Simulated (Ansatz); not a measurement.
## What Sn2TeO (built on the sites of a database entry of SnO) distorts into

Wanted: the energy along a soft mode of Sn2TeO (built on the sites of a database entry of SnO) and the structure at the end.

Calculated with Ansatz 0.2.0; DFT PBEsol, scalar-relativistic, plane waves, PAW.

The structure was built from a prototype and need not be the compound's stable phase.

## Step 1: Set-up

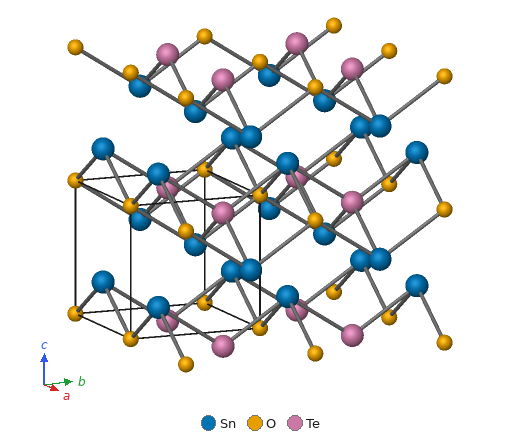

Start, viewed slightly off an axis; tin blue, oxygen orange, tellurium pink. 2×2×2 cells are drawn. Some periodic images of atoms are drawn too.

Coordinates:

```cif
data_structure
_symmetry_space_group_name_H-M 'P 1'
_symmetry_Int_Tables_number 1
_cell_length_a 4.6546
_cell_length_b 4.6546
_cell_length_c 4.4974
_cell_angle_alpha 90.000
_cell_angle_beta 90.000
_cell_angle_gamma 90.000
_cell_volume 97.44
loop_
_atom_site_label
_atom_site_type_symbol
_atom_site_fract_x
_atom_site_fract_y
_atom_site_fract_z
_atom_site_occupancy
Sn1 Sn 0.50000 0.00000 0.33288 1
Sn2 Sn 0.00000 0.50000 0.66712 1
O3 O 0.00000 0.00000 0.00000 1
Te4 Te 0.50000 0.50000 0.00000 1
```

## Step 2: The dispersion

The cell comes from relaxations at this level that are not shown. Stability and thermal properties need the whole zone. Linear response on a 2×2×2 q mesh gives force constants as far as a supercell of that size would.

input.yaml reads:

```yaml
crystal:
  lattice:
    - [4.6545958854, 0.0, 0.0]
    - [0.0, 4.6545958854, 0.0]
    - [0.0, 0.0, 4.4974265172]
  atoms:
    - { symbol: Sn, position: [0.5, 0.0, 0.3328754615] }
    - { symbol: Sn, position: [0.0, 0.5, 0.6671245385] }
    - { symbol: O, position: [0.0, 0.0, 0.0] }
    - { symbol: Te, position: [0.5, 0.5, 0.0] }
kpoints:
  mp_grid: { grid: [12, 12, 12] }
hamiltonian:
  xc: pbesol
scf:
  occupations: { method: methfessel_paxton, width: 0.2 }
output:
  eigenvalues: true
phonons:
  method: dfpt
  qmesh: [2, 2, 2]
  temperatures: { t_max: 1000, t_step: 50 }
  qpath:
    path:
      - [[0.0, 0.0, 0.0], [0.0, 0.5, 0.0], [0.5, 0.5, 0.0], [0.0, 0.0, 0.0], [0.0, 0.0, 0.5], [0.0, 0.5, 0.5], [0.5, 0.5, 0.5], [0.0, 0.0, 0.5]]
      - [[0.0, 0.5, 0.0], [0.0, 0.5, 0.5]]
      - [[0.5, 0.5, 0.0], [0.5, 0.5, 0.5]]
    npoints: 10
```

Started as:

```sh
> ansatz run input.yaml --threads 4 --pin off --max-ram 14336MiB --backend cpu --events-out ev --progress --plain --runs-dir out
```

Numbers of over 12 decimals in the logs are rounded to 6 here.

The log of the run:

```text
Warning: phonons: the dynamical matrix that this run interpolates holds no multipole term above the dipole-dipole one, and a site of this crystal is no centre of inversion, so its interpolated transverse optical and acoustic branches and sound speeds can stay off near Gamma, and the density of states and the thermodynamics with them. What a run solves at a wave vector of phonons.qpoints, Gamma apart, where the deck admits one, is free of this, and under fd what a larger phonons.supercell samples
Engine: ansatz 0.2.0, aarch64-unknown-linux-gnu
Pseudopotentials: kind: paw
Pseudopotential: Sn, paw, valence charge 14, recommended cutoff 420 eV (normal), Sn.paw.azcp
Pseudopotential: O, paw, valence charge 6, recommended cutoff 420 eV (normal), O.paw.azcp
Pseudopotential: Te, paw, valence charge 16, recommended cutoff 420 eV (normal), Te.paw.azcp
Functional definition: PBEsol
  exchange = pbesol_x
  correlation = pbesol_c
Crystal: 4 atoms, lattice volume = 97.438 Å³
Basis set: ecut = 420 eV, 1895 PW (Γ), exchange–correlation on 64×64×64 points (8 copies of the dense FFT grid, shifted against one another)
Bands: 30, of which v1, the nominal top of the filled ones, is band 25 counted from 1 (24 counted from 0)
Symmetry: 8 space group operations
k-points: 196 of 1728 (time reversal used)
Non-local potential: Sn, projectors of the file, l = 0: 2, l = 1: 2, l = 2: 2, l = 3: 2
Non-local potential: O, projectors of the file, l = 0: 2, l = 1: 2, l = 2: 1
Non-local potential: Te, projectors of the file, l = 0: 2, l = 1: 2, l = 2: 2, l = 3: 2
PAW form: soft (Blöchl's): semilocal exchange-correlation on the pseudo side does not see the compensation charge
PAW frozen core: Sn, regenerated for the run's functional, and the local potential with it (the file was generated under x = pbe(κ = 0.804, μ = 0.219515), c = pbe(β = 0.066725))
PAW frozen core: O, regenerated for the run's functional, and the local potential with it (the file was generated under x = pbe(κ = 0.804, μ = 0.219515), c = pbe(β = 0.066725))
PAW frozen core: Te, regenerated for the run's functional, and the local potential with it (the file was generated under x = pbe(κ = 0.804, μ = 0.219515), c = pbe(β = 0.066725))
PAW one-centre angular grid: Sn, 590 points (default); XC on 64 Gauss nodes
PAW one-centre angular grid: O, 110 points (default); XC on 64 Gauss nodes
PAW one-centre angular grid: Te, 590 points (default); XC on 64 Gauss nodes
Initial density: superposition of atomic densities (neutral atoms: chi_scale 0, normalization atom), corrected by the library's trained network
Initial wavefunctions: pseudopotential atomic-orbital guess
Functional: x = pbesol(κ = 0.804, μ = 0.123457), c = pbesol(β = 0.046)
SCF iter   1: F=—  HF=-19359.391610 eV  |F-HF|=—  |Δ(HF+E_count)|=         —  Δρ=1.04e-2  dr2=1.10e-1  ethr=1.77e-3  ⟨swp⟩=6.6  Hψ=26283  notcnv=0
preconditioner: auto → Kerker (q_TF=auto, 2.441 Å⁻¹)  [metal: Δε(μ)=0.094 eV  Ē_g=16.268 eV  σ=0.200 eV  W_gap=0.39  n_scr=26 (ndim 8)  ℏωp=23.8 eV  f_vac=0.000  D(μ)=0.61/eV (n_scr^D=0)]
SCF iter   2: F=—  HF=-19359.375974 eV  |F-HF|=—  |Δ(HF+E_count)|=   1.56e-2  S|Δr|=    0.00e0  Δρ=4.85e-3  dr2=2.61e-2  ethr=2.19e-4  ⟨swp⟩=1.0  Hψ=7448  notcnv=0
SCF iter   3: F=—  HF=-19359.372244 eV  |F-HF|=—  |Δ(HF+E_count)|=   3.73e-3  S|Δr|=    0.00e0  Δρ=6.53e-4  dr2=6.37e-4  ethr=5.23e-5  ⟨swp⟩=2.1  Hψ=7042  notcnv=0
SCF iter   4: F=—  HF=-19359.372135 eV  |F-HF|=—  |Δ(HF+E_count)|=   1.09e-4  S|Δr|=    0.00e0  Δρ=3.44e-4  dr2=1.37e-4  ethr=1.27e-6  ⟨swp⟩=2.0  Hψ=10587  notcnv=0
SCF iter   5: F=—  HF=-19359.372067 eV  |F-HF|=—  |Δ(HF+E_count)|=   6.74e-5  S|Δr|=    0.00e0  Δρ=1.10e-4  dr2=2.84e-5  ethr=2.74e-7  ⟨swp⟩=2.1  Hψ=9557  notcnv=0
SCF iter   6: F=—  HF=-19359.372061 eV  |F-HF|=—  |Δ(HF+E_count)|=   6.44e-6  S|Δr|=    0.00e0  Δρ=4.88e-5  dr2=4.49e-6  ethr=5.68e-8  ⟨swp⟩=3.0  Hψ=10827  notcnv=0
SCF iter   7: F=—  HF=-19359.372061 eV  |F-HF|=—  |Δ(HF+E_count)|=   5.97e-8  S|Δr|=    0.00e0  Δρ=9.14e-6  dr2=1.63e-7  ethr=8.97e-9  ⟨swp⟩=2.2  Hψ=10356  notcnv=0
SCF iter   8: F=—  HF=-19359.372061 eV  |F-HF|=—  |Δ(HF+E_count)|=   4.15e-8  S|Δr|=    0.00e0  Δρ=5.19e-6  dr2=3.47e-8  ethr=3.26e-10  ⟨swp⟩=2.0  Hψ=10658  notcnv=0
SCF iter   9: F=—  HF=-19359.372061 eV  |F-HF|=—  |Δ(HF+E_count)|=   1.09e-8  S|Δr|=    0.00e0  Δρ=1.56e-6  dr2=3.68e-9  ethr=6.95e-11  ⟨swp⟩=2.0  Hψ=9683  notcnv=0
SCF iter  10: F=—  HF=-19359.372061 eV  |F-HF|=—  |Δ(HF+E_count)|=  9.09e-11  S|Δr|=    0.00e0  Δρ=3.97e-7  dr2=3.57e-10  ethr=7.37e-12  ⟨swp⟩=2.6  Hψ=9098  notcnv=0
SCF iter  11: F=—  HF=-19359.372061 eV  |F-HF|=—  |Δ(HF+E_count)|=  1.09e-11  S|Δr|=    0.00e0  Δρ=1.06e-7  dr2=1.63e-11  ethr=1.00e-12  ⟨swp⟩=2.0  Hψ=6890  notcnv=0
SCF iter  12: F=-19359.372061 eV  HF=-19359.372061 eV  |F-HF|=3.64e-12  |Δ(HF+E_count)|=  3.64e-12  S|Δr|=    0.00e0  Δρ=4.52e-8  dr2=2.76e-12  ethr=1.00e-12  ⟨swp⟩=9.7  Hψ=30595  notcnv=0
SCF 1 converged in 12 iterations: F = -19359.372061 eV  dr2 = 2.76e-12
  greatest PAW one-centre occupation: 0.998 electrons in one spin orbital (limit 2), on the Te atom at site 3 (counted from 0), in its partial waves of l = 2
Initial density: read from a saved state, or passed on in memory by an earlier SCF of this step, an earlier step, the calling program or the single point that the run made first
iter 1 solved again at ethr=3.18e-7 eV; its pass at ethr=3.10e-3 eV (dr2=1.59e-4 eV) is discarded
SCF iter   1: F=—  HF=-19359.372060 eV  |F-HF|=—  |Δ(HF+E_count)|=         —  Δρ=1.15e-6  dr2=1.98e-9  ethr=3.18e-7  ⟨swp⟩=3.1  Hψ=43374  notcnv=0
eigensolver tolerance schedule: the retry pair's looser diagonalisation over-reported the residual by 80358.98 of it (diagonalisation noise at an unbounded share of the residual, at the tolerance the schedule requests for it); recorded, not acted on — ethr = c·dr2/N_el stays at c = 1.0e-1
preconditioner: auto → Kerker (q_TF=auto, 2.441 Å⁻¹)  [metal: Δε(μ)=0.058 eV  Ē_g=16.306 eV  σ=0.200 eV  W_gap=0.24  n_scr=26 (ndim 8)  ℏωp=23.8 eV  f_vac=0.000  D(μ)=0.54/eV (n_scr^D=0)]
SCF iter   2: F=—  HF=-19359.372061 eV  |F-HF|=—  |Δ(HF+E_count)|=   1.25e-6  S|Δr|=    0.00e0  Δρ=4.09e-7  dr2=1.96e-10  ethr=3.96e-12  ⟨swp⟩=4.1  Hψ=17148  notcnv=0
SCF iter   3: F=—  HF=-19359.372061 eV  |F-HF|=—  |Δ(HF+E_count)|=  2.55e-11  S|Δr|=    0.00e0  Δρ=2.94e-7  dr2=1.08e-10  ethr=1.00e-12  ⟨swp⟩=1.0  Hψ=5880  notcnv=0
SCF iter   4: F=—  HF=-19359.372061 eV  |F-HF|=—  |Δ(HF+E_count)|=  1.09e-11  S|Δr|=    0.00e0  Δρ=1.69e-7  dr2=4.14e-11  ethr=1.00e-12  ⟨swp⟩=1.0  Hψ=5880  notcnv=0
SCF iter   5: F=—  HF=-19359.372061 eV  |F-HF|=—  |Δ(HF+E_count)|=  1.46e-11  S|Δr|=    0.00e0  Δρ=1.16e-7  dr2=1.96e-11  ethr=1.00e-12  ⟨swp⟩=1.0  Hψ=5880  notcnv=0
SCF iter   6: F=-19359.372061 eV  HF=-19359.372061 eV  |F-HF|=1.09e-11  |Δ(HF+E_count)|=  1.09e-11  S|Δr|=    0.00e0  Δρ=6.88e-8  dr2=7.04e-12  ethr=1.00e-12  ⟨swp⟩=3.2  Hψ=10865  notcnv=0
SCF 2 converged in 6 iterations: F = -19359.372061 eV  dr2 = 7.04e-12
phonons: the bands overlap, so this run is a metal and interpolates without the dipole-dipole term. If the crystal is really an insulator or semiconductor, its LO-TO splitting is missing
NSCF: frozen V_eff on 196 k-points
NSCF: frozen V_eff on 343 k-points
DFPT response loops at q = (0, 0, 0) (fractional): preconditioner auto → Kerker (q_TF=auto, 2.441 Å⁻¹) (partly filled bands, converged f_vac=0.000); β = 1.00, the filter's whole step (`scf.mixing.beta` (0.50) is not read by the response loops under this deck's `scf.mixing.preconditioner`; to damp them name `kerker` or `kerker_dos`, under which they read `scf.mixing.beta`, and type it under 1.00, their step now; both keys bind the ground state too); Broyden in place of MSR1
NSCF: frozen V_eff on 686 k-points
DFPT response loops at q = (0, 0, -0.5) (fractional): mixed as the last ones told, above
NSCF: frozen V_eff on 686 k-points
DFPT response loops at q = (0, -0.5, 0) (fractional): mixed as the last ones told, above
NSCF: frozen V_eff on 686 k-points
DFPT response loops at q = (0, -0.5, -0.5) (fractional): mixed as the last ones told, above
NSCF: frozen V_eff on 686 k-points
DFPT response loops at q = (-0.5, -0.5, 0) (fractional): mixed as the last ones told, above
NSCF: frozen V_eff on 686 k-points
DFPT response loops at q = (-0.5, -0.5, -0.5) (fractional): mixed as the last ones told, above
SCF converged after 12 iterations
Stability not checked: this state was not tested for a lower state beside it, because cold or Methfessel-Paxton smearing, or corrected tetrahedra, fill the levels in a way that the test cannot read (fill_not_monotonic; see scf.lower_state_search)
Free energy (F): -19359.372061 eV
Harris-Foulkes:  -19359.372061 eV  (|F-HF|=3.64e-12)
Internal energy: -19359.376616 eV  (E = F + TS)
E sigma→0 (E₀):  -19359.373200 eV
Entropy (-TS):   0.004556 eV (1.139 meV/atom)
Fermi energy:    8.970285 eV
--- Per-component energies (eV) ---
  E_band       = -456.270793
  E_kinetic    = 723.707482
  E_local      = -3376.864077  (includes V_loc(G=0)·N_el)
  E_nonlocal   = -320.781280
  E_hartree    = 2012.924972
  E_xc         = -954.785947
  E_vxc        = -391.022815  (∫ρ·V_xc dr)
  E_paw        = -12861.945991  (= ΣΔE_a)
  E_vpaw       = -1117.162081  (= ΣTr[D̂ρ^β])
  E_aug_tail   = 0.002076  (compensation charges beyond the density's cutoff)
  E_ewald      = -4582.613634
  E_core_change = 0.979783  (= ΣΔE_core)
  E_smearing   = 0.004556  (= −TS)
  E_closure    = 0.000000  (closes the sum)
  Σ components = -19359.372061   (vs F -19359.372061, Δ=0.00e0)
--- Band table (eV; the first three rows and the last of 196) ---
  k-point 0: bands = [... 21 lower, 7.3994, 7.9155, 7.9461, 7.9461, 10.4133, 12.0360, 12.0360, 12.6785, ... 1 higher]
  k-point 1: bands = [... 21 lower, 7.4970, 7.8641, 7.9458, 7.9458, 10.3804, 11.6765, 11.6765, 12.4861, ... 1 higher]
  k-point 2: bands = [... 21 lower, 7.7328, 7.7752, 7.9404, 7.9404, 10.1913, 11.0190, 11.0190, 12.1563, ... 1 higher]
  k-point 195: bands = [... 21 lower, 5.3740, 5.7812, 8.7453, 8.7453, 10.6810, 12.0878, 14.7003, 15.0211, ... 1 higher]
--- Phonons (Γ-DFPT): 7 representative perturbations + reference (Σ response iterations 21) ---
  ASR residual: 1.254e-5 → 0.000e0 eV/Å²; symmetrization residual: 1.093e-5 eV/Å²
  ASR residual per site (eV/Å²): 1.25e-5 1.25e-5 8.97e-6 5.03e-6
  Γ frequencies (cm⁻¹): -174.34 -174.34 -62.41 0.00 0.00 0.00 66.10 66.10 110.13 170.98 190.64 190.64
--- Phonons (arbitrary-q DFPT): 6 irreducible q on the 2×2×2 mesh ---
  q = [0.0000, 0.0000, 0.0000] (star 1, of the zone-centre solve; hermiticity 2.37e-6, symmetrization 4.89e-12): -174.34 -174.34 -62.41 -0.00 -0.00 0.00 66.10 66.10 110.13 170.98 190.64 190.64
  q = [0.0000, 0.0000, -0.5000] (star 1, 7 solved perturbations in 2107 linear systems a pass and spin channel, the states on 343 of 1728 k-point pairs; hermiticity 8.08e-6, symmetrization 2.99e-7): -166.56 -166.56 35.94 35.94 48.31 78.76 87.64 87.64 119.64 176.51 193.61 193.61
  q = [0.0000, -0.5000, 0.0000] (star 2, 12 solved perturbations on 343 of 1728 k-point pairs; hermiticity 1.08e-6, symmetrization 3.09e-8): -145.94 -141.28 -42.28 -20.87 22.64 59.53 77.64 105.08 165.64 168.94 195.25 208.18
  q = [0.0000, -0.5000, -0.5000] (star 2, 12 solved perturbations on 343 of 1728 k-point pairs; hermiticity 7.96e-7, symmetrization 4.35e-8): -160.09 -140.52 -80.82 -23.31 39.36 45.21 57.54 118.52 166.92 179.90 190.95 194.64
  q = [-0.5000, -0.5000, 0.0000] (star 1, 7 solved perturbations in 2107 linear systems a pass and spin channel, the states on 343 of 1728 k-point pairs; hermiticity 2.19e-6, symmetrization 5.97e-8): -201.97 -164.68 -164.68 -53.15 10.81 65.44 86.64 86.64 165.47 165.47 165.66 190.41
  q = [-0.5000, -0.5000, -0.5000] (star 1, 7 solved perturbations in 2107 linear systems a pass and spin channel, the states on 343 of 1728 k-point pairs; hermiticity 1.44e-6, symmetrization 3.51e-8): -219.18 -181.38 -181.38 -57.63 -47.11 28.52 94.63 94.63 161.15 162.86 162.86 197.75
  sum rule: each row above includes the acoustic sum rule's correction from the zone centre's row sums; it moved no ω² by more than (0.39 cm⁻¹)²
  mesh force constants: q→R imaginary residual 1.23e-17; ASR residual 1.254e-5 → 0.000e0 eV/Å²; symmetrization residual 5.329e-15 eV/Å²
  interpolated dispersion: 93 rows × 12 modes
  density of states and harmonic sums: on the 14×14×14 q-mesh, interpolated from the force constants of a 2×2×2 supercell (no non-analytic term)
  largest difference from the sums on the solved wave vectors: F 5.53e-2 eV, S 6.49e-5 and C_V 9.73e-6 eV/K
  zero-point energy: 0.059527 eV/cell   skipped modes (ω ≤ 0): 1146, of them read as no rigid motion or as one in doubt: 1143 (4.012e0 modes/cell left out, lowest -219.18 cm⁻¹)   left out of the sums: 3.34e-1 of the cell's modes: C_V's classical limit lies that fraction below 3 k_B per atom; for a crystal, a wire or a layer, F and S can be off by more, and a phonons.interpolated_qmesh denser along its periods is the remedy for the sampling
```

Elapsed: 21 min, on 4 threads of Arm Neoverse V1, shared host; peak memory 2.7 GiB.

This step gave:

```
volume per atom                                         : 24.36 Å³
gap on the k-mesh                                       : 0 eV
sum-rule residual before enforcement                    : 1.25e-5 eV/Å²
lowest frequency on the path                            : -219.2 cm⁻¹
point group                                             : -42m
highest frequency on the path or at a solved wavevector : 208.2 cm⁻¹
highest optical mode at the zone centre (no LO-TO term) : 190.6 cm⁻¹
lowest optical zone-centre mode                         : -174.3 cm⁻¹
lowest mode on the q mesh (acoustic modes at Γ apart)   : -219.2 cm⁻¹
```

Frequencies (cm⁻¹) solved at each irreducible wavevector; negative means imaginary. Frequencies by wavevector, by row:

```tsv
q in reciprocal lattice units	star	mode 1	mode 2	mode 3	mode 4	mode 10	mode 11	mode 12
0 0 0	1	-174.3	-174.3	-62.4	0	171	190.6	190.6
0 0 -0.5	1	-166.6	-166.6	35.9	35.9	176.5	193.6	193.6
0 -0.5 0	2	-145.9	-141.3	-42.3	-20.9	168.9	195.2	208.2
0 -0.5 -0.5	2	-160.1	-140.5	-80.8	-23.3	179.9	190.9	194.6
-0.5 -0.5 0	1	-202	-164.7	-164.7	-53.1	165.5	165.7	190.4
-0.5 -0.5 -0.5	1	-219.2	-181.4	-181.4	-57.6	162.9	162.9	197.8
```

Interpolated from a 2×2×2 q mesh, rough between the solved points. Phonon branches along the path, in cm⁻¹:

```tsv
point	branch 1	branch 2	branch 3	branch 4	branch 9	branch 10	branch 11	branch 12
Γ	-174	-174	-62	0	110	171	191	191
X	-146	-141	-42	-21	166	169	195	208
M	-202	-165	-165	-53	166	166	166	190
Γ	-174	-174	-62	0	110	171	191	191
Z	-167	-167	36	36	120	176	194	194
R	-160	-140	-81	-23	167	180	191	195
A	-219	-181	-181	-58	161	163	163	198
Z	-167	-167	36	36	120	176	194	194
jump to X	-146	-141	-42	-21	166	169	195	208
R	-160	-140	-81	-23	167	180	191	195
jump to M	-202	-165	-165	-53	166	166	166	190
A	-219	-181	-181	-58	161	163	163	198
```

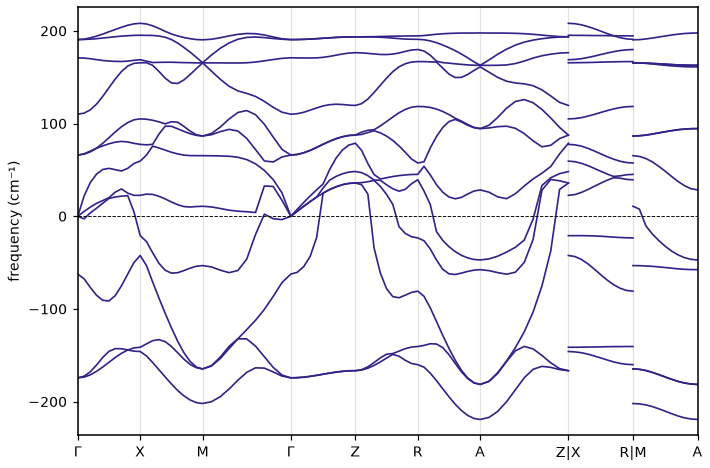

Phonon branches along the path.

Symmetry leaves 6 wavevectors to solve. The lowest mode among them, the acoustic zeros apart, lies at q = (-0.5, -0.5, -0.5) and is imaginary, 219.2i cm⁻¹, so the energy falls along it.

## Step 3: The mode frozen in, largest atomic shift 0 Å

The mode followed lies at q = (-0.5, -0.5, -0.5) with frequency 219.2i cm⁻¹, the softest among the wavevectors solved. At small amplitude the distorted cell has space group no. 121 by a symmetry search on the positions. The undistorted cell that holds it gives the zero of energy on the same k mesh.

System of this step: Sn2TeO (built on the sites of a database entry of SnO). The structure is tetragonal, space group P-4m2 (No. 115). Conventional cell: a = 4.655 Å, b = 4.655 Å, c = 4.497 Å, α = 90.00°, β = 90.00°, γ = 90.00°. Nearest to Sn lie 2 Te at 2.77 Å and 2 O at 2.77 Å. Nearest to O lie 4 Sn at 2.77 Å. Te has 4 Sn at 2.77 Å nearest. Farther neighbours and most contacts between anions are not listed.

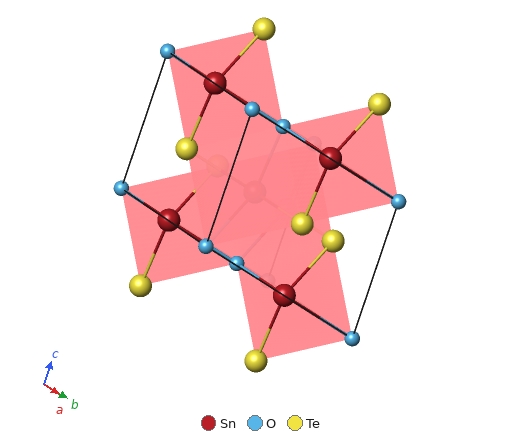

The cell of this step (tin red, oxygen blue, tellurium yellow). Bonds to atoms that aren't drawn are left out. Some periodic images of atoms are drawn too.

input.yaml reads:

```yaml
crystal:
  lattice:
    - [4.6545958854, 0.0, 4.4974265172]
    - [4.6545958854, 0.0, -4.4974265172]
    - [0.0, 4.6545958854, 4.4974265172]
  atoms:
    - { symbol: Sn, position: [0.4164377308, 0.0835622692, 0.0] }
    - { symbol: Sn, position: [0.9164377308, 0.5835622692, 0.0] }
    - { symbol: Sn, position: [0.0835622692, 0.9164377308, 0.5] }
    - { symbol: Sn, position: [0.5835622692, 0.4164377308, 0.5] }
    - { symbol: O, position: [0.5, 0.5, 0.0] }
    - { symbol: O, position: [0.0, 0.0, 0.0] }
    - { symbol: Te, position: [0.0, 0.5, 0.5] }
    - { symbol: Te, position: [0.5, 0.0, 0.5] }
kpoints:
  mp_grid: { grid: [8, 8, 8] }
hamiltonian:
  xc: pbesol
scf:
  occupations: { method: methfessel_paxton, width: 0.2 }
output:
  forces: true
  stress: true
  eigenvalues: true
```

The log of the run:

```text
[...]
Crystal: 8 atoms, lattice volume = 194.876 Å³
Basis set: ecut = 420 eV, 3775 PW (Γ), exchange–correlation on 90×90×90 points (8 copies of the dense FFT grid, shifted against one another)
Bands: 60, of which v1, the nominal top of the filled ones, is band 50 counted from 1 (49 counted from 0)
Symmetry: 16 space group operations
[...]
k-points: 59 of 512 (time reversal used)
[...]
k-point 0: bands = [... 46 lower, 7.9463, 7.9463, 8.7456, 8.7456, 10.4139, 10.6806, 12.0357, 12.0357, ... 6 higher]
  k-point 1: bands = [... 46 lower, 7.7971, 7.9856, 8.4476, 8.6549, 10.7072, 10.8030, 11.2881, 11.9865, ... 6 higher]
  k-point 2: bands = [... 46 lower, 7.7461, 7.8092, 8.1339, 8.3046, 10.4450, 10.8087, 11.3867, 11.9117, ... 6 higher]
  k-point 58: bands = [... 46 lower, 7.7296, 7.8339, 8.6085, 9.1445, 9.1445, 9.2828, 9.4588, 9.4588, ... 6 higher]
[key lines of the parts left out:]
SCF converged after 8 iterations
Free energy (F): -38718.744669 eV
Fermi energy:    8.981567 eV
P = ⅓ Tr σ = 0.0028 GPa (0.028 kbar)
```

Run time: 17 s. Hardware: 4 threads; peak memory 0.8 GiB; 65 s of CPU time.

Numbers from this step:

```
pressure                         : 0.002832 GPa
energy from the undistorted cell : 0 meV/atom
```

The run ends at a pressure of 0.00 GPa, with forces up to 0.0038 eV/Å.

[end of part 1 of 3]

[Logs are printed without paths, hosts, clocks, repeated set-up lines and the standing remarks that a program may print on its own settings, such as how far it seeks lower states.]

[Hosts, paths, dates, database ids (printed as entryN), source tags and the programs' standing remarks are cut or masked in the printed files.]
